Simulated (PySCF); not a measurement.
# Si(2+): dipole response in aug-cc-pVTZ-DK

How polarisable is Si(2+) at the levels listed below?

Method: unrestricted determinants in a Gaussian basis, no spin-orbit coupling in the energies. Code: PySCF 2.14.0.

## Step 1: What is computed

* Element: silicon (Z = 14)
* Basis: aug-cc-pVTZ-DK (6s5p3d2f, 50 functions)
* Hamiltonian: the spin-free X2C one-electron Hamiltonian (Gaussian nucleus)
* State 1: Si(2+): [Ne] 3s2, closed-shell 1S
* Methods: UHF, PBE, PBE0, wB97M-V, B97-3

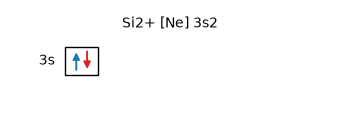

Outer shells as boxes.

The runs were made by one driver on top of PySCF. The scripts below sum up each run's settings (the driver also hands on starting orbitals that pick excited configurations, and frozen orbitals as a list rather than a count), and the logs come from the driver's own runs. The driver starts from symmetry-adapted Hartree-Fock orbitals, holds the occupation by maximum overlap and uses a logarithmic radial grid for functionals, so a plain start would take other cycles.

The integrals over 50 functions and the set-up took 0.11 s of CPU time.

## Step 2: Si(2+)

**UHF**

The input, input.py:

```python
from pyscf import gto, scf, dft, mp, cc
import basis_set_exchange as bse
mol = gto.M(atom="Si 0 0 0", charge=2, spin=0, symmetry="D2h",
            basis=gto.basis.parse(bse.get_basis("aug-cc-pVTZ-DK", elements=["Si"], fmt="nwchem")),
            nucmod="G")
mf = scf.UHF(mol).sfx2c1e()
mf.irrep_nelec = {'Ag': (3, 3), 'B1u': (1, 1), 'B2u': (1, 1), 'B3u': (1, 1)}
mf.kernel()
```

The program printed:

```text
damping factor = 0
level_shift factor = 0
DIIS = <class 'pyscf.scf.diis.CDIIS'>
diis_start_cycle = 1
diis_space = 10
diis_damp = 0
SCF conv_tol = 1e-09
SCF conv_tol_grad = None
number electrons alpha = 6  beta = 6
cycle= 1 E= -288.597698718172  delta_E= -1.63e-11  |g|= 8.41e-07  |ddm|= 2.73e-05
converged SCF energy = -288.597698718172  <S^2> = -1.0658141e-14  2S+1 = 1
```

CPU time 0.52 s on a shared host, the integrals not counted.

Orbital energies by shell (radii are means over both spins):

```tsv
shell	electrons	mean orbital energy (eV)	spread (eV)	rms radius (bohr)
1s	2	-1899.0	0	0.129
2s	2	-189.73	0	0.611
2p	6	-137.12	0	0.598
3s	2	-32.227	0	2.12
```

⟨S²⟩ = 0.000, ⟨L²⟩ = 0.00.

The driver then solved the coupled dipole response at imaginary frequencies: mean α = 12.38 bohr³, C₆ = 43.71 au for a like pair.

**PBE**

input.py differs from the last one in:

```diff
@@ -5,3 +5,3 @@
             nucmod="G")
-mf = scf.UHF(mol).sfx2c1e()
+mf = dft.UKS(mol, xc="PBE").sfx2c1e()
 mf.irrep_nelec = {'Ag': (3, 3), 'B1u': (1, 1), 'B2u': (1, 1), 'B3u': (1, 1)}
```

The program printed:

```text
damping factor = 0
level_shift factor = 0
DIIS = <class 'pyscf.scf.diis.CDIIS'>
diis_start_cycle = 1
diis_space = 10
diis_damp = 0
SCF conv_tol = 1e-09
SCF conv_tol_grad = None
number electrons alpha = 6  beta = 6
XC functionals = PBE
    J. P. Perdew, K. Burke, and M. Ernzerhof.,  Phys. Rev. Lett. 77, 3865 (1996)
    J. P. Perdew, K. Burke, and M. Ernzerhof.,  Phys. Rev. Lett. 78, 1396 (1997)
    J. P. Perdew, K. Burke, and M. Ernzerhof.,  Phys. Rev. Lett. 77, 3865 (1996)
    J. P. Perdew, K. Burke, and M. Ernzerhof.,  Phys. Rev. Lett. 78, 1396 (1997)
cycle= 1 E= -288.93412579775  delta_E= -0.00343  |g|= 0.0312  |ddm|= 0.252
cycle= 2 E= -288.934229080751  delta_E= -0.000103  |g|= 0.014  |ddm|= 0.045
cycle= 3 E= -288.934256899517  delta_E= -2.78e-05  |g|= 0.000172  |ddm|= 0.012
cycle= 4 E= -288.934256906743  delta_E= -7.23e-09  |g|= 4.16e-07  |ddm|= 0.000251
cycle= 5 E= -288.934256906743  delta_E= -5.68e-14  |g|= 1.92e-09  |ddm|= 3.08e-06
converged SCF energy = -288.934256906743  <S^2> = -1.0658141e-14  2S+1 = 1
```

It used 0.94 s of CPU time after the integrals (shared host).

The driver then solved the coupled dipole response at imaginary frequencies: mean α = 11.51 bohr³, C₆ = 38.99 au for a like pair.

**PBE0**

input.py differs from the last one in:

```diff
@@ -5,3 +5,3 @@
             nucmod="G")
-mf = dft.UKS(mol, xc="PBE").sfx2c1e()
+mf = dft.UKS(mol, xc="PBE0").sfx2c1e()
 mf.irrep_nelec = {'Ag': (3, 3), 'B1u': (1, 1), 'B2u': (1, 1), 'B3u': (1, 1)}
```

The program printed:

```text
damping factor = 0
level_shift factor = 0
DIIS = <class 'pyscf.scf.diis.CDIIS'>
diis_start_cycle = 1
diis_space = 10
diis_damp = 0
SCF conv_tol = 1e-09
SCF conv_tol_grad = None
number electrons alpha = 6  beta = 6
XC functionals = PBE0
    C. Adamo and V. Barone.,  J. Chem. Phys. 110, 6158 (1999)
    M. Ernzerhof and G. E. Scuseria.,  J. Chem. Phys. 110, 5029 (1999)
cycle= 1 E= -288.957748144677  delta_E= -0.00186  |g|= 0.0163  |ddm|= 0.172
cycle= 2 E= -288.957781395609  delta_E= -3.33e-05  |g|= 0.00606  |ddm|= 0.0216
cycle= 3 E= -288.957786580761  delta_E= -5.19e-06  |g|= 3.03e-05  |ddm|= 0.00558
cycle= 4 E= -288.957786581021  delta_E= -2.6e-10  |g|= 5.33e-07  |ddm|= 6.81e-05
converged SCF energy = -288.957786581021  <S^2> = -8.8817842e-15  2S+1 = 1
```

CPU time 1.2 s on a shared host, the integrals not counted.

The driver then solved the coupled dipole response at imaginary frequencies: mean α = 11.76 bohr³, C₆ = 40.30 au for a like pair.

**wB97M-V**

input.py differs from the last one in:

```diff
@@ -5,3 +5,3 @@
             nucmod="G")
-mf = dft.UKS(mol, xc="PBE0").sfx2c1e()
+mf = dft.UKS(mol, xc="WB97M_V").sfx2c1e()
 mf.irrep_nelec = {'Ag': (3, 3), 'B1u': (1, 1), 'B2u': (1, 1), 'B3u': (1, 1)}
```

The program printed:

```text
damping factor = 0
level_shift factor = 0
DIIS = <class 'pyscf.scf.diis.CDIIS'>
diis_start_cycle = 1
diis_space = 10
diis_damp = 0
SCF conv_tol = 1e-09
SCF conv_tol_grad = None
number electrons alpha = 6  beta = 6
XC functionals = WB97M_V
    N. Mardirossian and M. Head-Gordon.,  J. Chem. Phys. 144, 214110 (2016)
NLC functional = WB97M_V
cycle= 1 E= -289.082991629128  delta_E= -0.00137  |g|= 0.0136  |ddm|= 0.145
cycle= 2 E= -289.083027336318  delta_E= -3.57e-05  |g|= 0.00428  |ddm|= 0.0205
cycle= 3 E= -289.083029958795  delta_E= -2.62e-06  |g|= 0.00021  |ddm|= 0.00552
cycle= 4 E= -289.083029992304  delta_E= -3.35e-08  |g|= 8.47e-06  |ddm|= 0.00124
cycle= 5 E= -289.083029992377  delta_E= -7.32e-11  |g|= 4.08e-07  |ddm|= 9.08e-05
converged SCF energy = -289.083029992377  <S^2> = -1.2434498e-14  2S+1 = 1
```

It used 3.5 s of CPU time after the integrals (shared host).

The driver then solved the coupled dipole response at imaginary frequencies: mean α = 11.26 bohr³, C₆ = 37.53 au for a like pair.

**B97-3**

input.py differs from the last one in:

```diff
@@ -5,3 +5,3 @@
             nucmod="G")
-mf = dft.UKS(mol, xc="WB97M_V").sfx2c1e()
+mf = dft.UKS(mol, xc="HYB_GGA_XC_B97_3").sfx2c1e()
 mf.irrep_nelec = {'Ag': (3, 3), 'B1u': (1, 1), 'B2u': (1, 1), 'B3u': (1, 1)}
```

The program printed:

```text
damping factor = 0
level_shift factor = 0
DIIS = <class 'pyscf.scf.diis.CDIIS'>
diis_start_cycle = 1
diis_space = 10
diis_damp = 0
SCF conv_tol = 1e-09
SCF conv_tol_grad = None
number electrons alpha = 6  beta = 6
XC functionals = HYB_GGA_XC_B97_3
    T. W. Keal and D. J. Tozer.,  J. Chem. Phys. 123, 121103 (2005)
cycle= 1 E= -289.056510064505  delta_E= -0.00205  |g|= 0.0164  |ddm|= 0.182
cycle= 2 E= -289.056542644518  delta_E= -3.26e-05  |g|= 0.006  |ddm|= 0.018
cycle= 3 E= -289.056547696431  delta_E= -5.05e-06  |g|= 4.54e-05  |ddm|= 0.006
cycle= 4 E= -289.056547696887  delta_E= -4.57e-10  |g|= 9.28e-07  |ddm|= 0.00019
converged SCF energy = -289.056547696887  <S^2> = -1.1546319e-14  2S+1 = 1
```

It used 1.2 s of CPU time after the integrals (shared host).

The driver then solved the coupled dipole response at imaginary frequencies: mean α = 11.74 bohr³, C₆ = 40.16 au for a like pair.

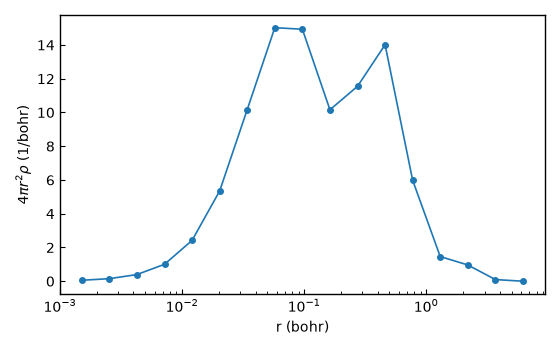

Radial density 4πr²ρ of Si(2+) at UHF, at 17 stored radii joined by straight lines.

## Step 3: The response side by side

Si(2+), in atomic units:

```tsv
method	mean α	C₆ (like pair)	S(−4)
UHF	12.38	43.71	87.87
PBE	11.51	38.99	77.20
PBE0	11.76	40.30	80.32
wB97M-V	11.26	37.53	74.45
B97-3	11.74	40.16	79.97
```

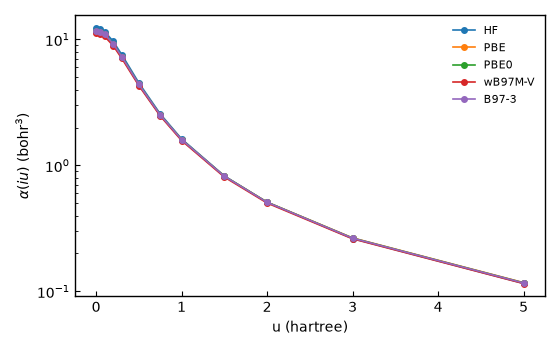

α(iu) of Si(2+), the polarisability at imaginary frequency, on a logarithmic scale.

## Step 4: Outcome

```
   quantity                                 value
α of Si(2+)  11.26 (wB97M-V) to 12.38 (UHF) bohr³
```

In words: A single London oscillator with the computed α and C₆ of Si(2+) at UHF would have ω = 4 C₆ / (3 α²) = 0.380 hartree. All values hold for this basis alone; no basis-set limit was taken.
